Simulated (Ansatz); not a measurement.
# Frequency calculation, with input and output: C$_{2}$H$_{10}$AlAs

- system: C$_{2}$H$_{10}$AlAs
- method: RKS PBE0-D4/def2-SVP (Ansatz 0.2.0)

It belongs to a series of runs on one base structure; here: vibrations at the highest image of the band.

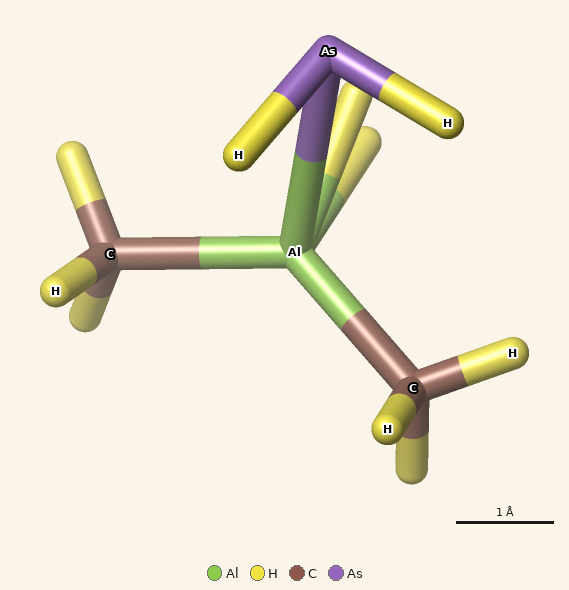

**Figure 1.** The input geometry (stick view, seen at a tilt). Sticks mark near contacts.

Key numbers:

- outcome: converged
- total energy: −69650.1482 eV
- mean-field energy: −69649.8955 eV
- largest force (length of the vector): 0.020 eV/Å
- hardware: 4 threads of Arm Neoverse N1, 16 GiB of memory available, shared host
- wall time: 3.7 min (CPU time 14 min)
- peak memory: 0.34 GiB

The input:
```yaml
crystal:
  periodic: [false, false, false]
  atoms:
    - { symbol: Al, position_ang: [-0.275055, 0.324114, 0.05372] }
    - { symbol: H, position_ang: [-1.387531, 0.881638, -1.126999] }
    - { symbol: C, position_ang: [1.075997, 1.701507, 0.357546] }
    - { symbol: C, position_ang: [-1.102743, -0.963715, 1.26455] }
    - { symbol: H, position_ang: [-0.687084, 0.188185, -1.641465] }
    - { symbol: As, position_ang: [0.636393, -1.05309, -2.145577] }
    - { symbol: H, position_ang: [1.343788, 2.221727, -0.576192] }
    - { symbol: H, position_ang: [2.00119, 1.267954, 0.773029] }
    - { symbol: H, position_ang: [0.724027, 2.464167, 1.071478] }
    - { symbol: H, position_ang: [-1.583428, -0.465219, 2.12246] }
    - { symbol: H, position_ang: [-0.348351, -1.658614, 1.669744] }
    - { symbol: H, position_ang: [-1.870683, -1.567, 0.755292] }
    - { symbol: H, position_ang: [-0.146422, -2.245016, -1.604063] }
    - { symbol: H, position_ang: [1.619904, -1.096539, -0.973521] }
basis:
  gaussian: { orbitals: def2-SVP }
hamiltonian:
  xc: pbe0
  dispersion: d4
phonons: {}
```

Launch command:
```bash
ansatz run input.yaml --threads 4 --pin off --max-ram 5120MiB --backend cpu --events-out ev --progress --plain --runs-dir out
```

What the program printed:
```
Engine: ansatz 0.2.0, aarch64-unknown-linux-gnu
Functional definition: PBE0
  parameter a = 0.25
  parameter kappa = 0.804
  parameter beta = 0.06672455060314922
  exchange = (1 - a)*pbe_x(kappa = kappa, mu = beta*pi^2/3) + a*exact_x
  correlation = pbe_c(beta = beta)
1379 factors; integrals over basis functions are off by at most 4.0e-4 eV
mean field evaluation 1: about -69641.2548 eV, gradient 5.9e1 eV
mean field evaluation 2: about -69638.0437 eV, gradient 6.5e1 eV
mean field evaluation 4: about -69649.8729 eV, gradient 1.9e0 eV
mean field evaluation 8: about -69649.8955 eV, gradient 7.2e-2 eV
mean field evaluation 16: about -69649.8955 eV, gradient 1.7e-5 eV
mean field -69649.89549015 eV, -2559.5864488684 hartree, gradient 1.7e-5 eV, S^2 0.000000; 0 other end points of the search recorded, 0 dependent functions left out
the calculation of the forces begins
reference -69649.89552051 eV, -2559.5864499840 hartree; 34, 34 occupied and 94, 94 virtual orbitals, 1379 factors
these checks for a lower state are left out or cut short: stability, starts, cluster_reference, orbital_swaps, neighbouring_geometries, increment
1379 factors; integrals over basis functions are off by at most 4.0e-4 eV
mean field -69649.89543271 eV, -2559.5864467573 hartree, gradient 1.4e-6 eV, S^2 0.000000; 0 other end points of the search recorded, 0 dependent functions left out
[... from here on the field's lines of each further geometry are left out, up to the last ...]
the calculation of the forces begins
reference -69649.89546862 eV, -2559.5864480770 hartree; 34, 34 occupied and 94, 94 virtual orbitals, 1379 factors
these checks for a lower state are left out or cut short: stability, starts, cluster_reference, orbital_swaps, neighbouring_geometries, increment
1379 factors; integrals over basis functions are off by at most 4.0e-4 eV
mean field -69649.89547831 eV, -2559.5864484330 hartree, gradient 2.6e-6 eV, S^2 0.000000; 0 other end points of the search recorded, 0 dependent functions left out
the calculation of the forces begins
reference -69649.89550866 eV, -2559.5864495486 hartree; 34, 34 occupied and 94, 94 virtual orbitals, 1379 factors
WARN: phonons: modes at or below zero, which the zero-point energy, F, S and C_V leave out: 1, the lowest at -937.36 cm⁻¹. A minimum has none, and a first-order saddle one
Total energy: -69650.14815417 eV, -2559.5957340996 hartree
Atom 0 at    -0.275055     0.324114     0.053720 Å, force     0.001996    -0.004649    -0.004899 eV/Å
Atom 1 at    -1.387531     0.881638    -1.126999 Å, force    -0.007832     0.008180     0.011319 eV/Å
Atom 2 at     1.075997     1.701507     0.357546 Å, force     0.011604    -0.015811     0.000342 eV/Å
Atom 3 at    -1.102743    -0.963715     1.264550 Å, force     0.007460    -0.005436    -0.006188 eV/Å
Atom 4 at    -0.687084     0.188185    -1.641465 Å, force     0.005050    -0.006964    -0.005486 eV/Å
Atom 5 at     0.636393    -1.053090    -2.145577 Å, force    -0.014449     0.007271     0.011099 eV/Å
Atom 6 at     1.343788     2.221727    -0.576192 Å, force     0.001683     0.001840     0.000290 eV/Å
Atom 7 at     2.001190     1.267954     0.773029 Å, force    -0.004606     0.005372     0.001232 eV/Å
Atom 8 at     0.724027     2.464167     1.071478 Å, force    -0.007380     0.002467    -0.002540 eV/Å
Atom 9 at    -1.583428    -0.465219     2.122460 Å, force    -0.001240     0.006479    -0.003490 eV/Å
Atom 10 at    -0.348351    -1.658614     1.669744 Å, force    -0.005525     0.001918     0.002439 eV/Å
Atom 11 at    -1.870683    -1.567000     0.755292 Å, force    -0.001409     0.001451     0.000964 eV/Å
Atom 12 at    -0.146422    -2.245016    -1.604063 Å, force     0.008154    -0.001381    -0.000649 eV/Å
Atom 13 at     1.619904    -1.096539    -0.973521 Å, force     0.006493    -0.000735    -0.004433 eV/Å
Dipole moment:    -0.049472     0.009871     0.161275 e Å
Vibrations: -937.36 86.23 109.60 117.24 122.29 136.07 175.89 272.43 397.60 486.25 545.88 566.40 624.37 679.64 724.47 731.41 737.74 983.04 995.24 1154.33 1212.25 1214.97 1418.16 1422.82 1425.99 1426.98 1550.96 1725.94 2190.85 2225.38 3046.11 3047.34 3144.70 3145.39 3153.10 3157.50 cm⁻¹, zero-point energy 2.737234 eV
```

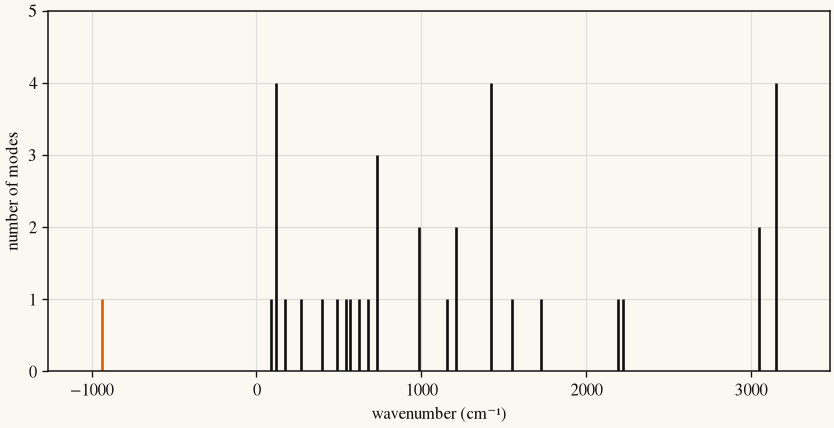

**Figure 2.** Harmonic vibrational wavenumbers from the force constants; neighbouring modes closer than 19 cm⁻¹ are counted in one stick, and imaginary ones are drawn at negative wavenumbers. 36 modes from 937i to 3157 cm⁻¹, 1 imaginary beyond 8i (937i cm⁻¹): a first-order saddle point, if the geometry is stationary.
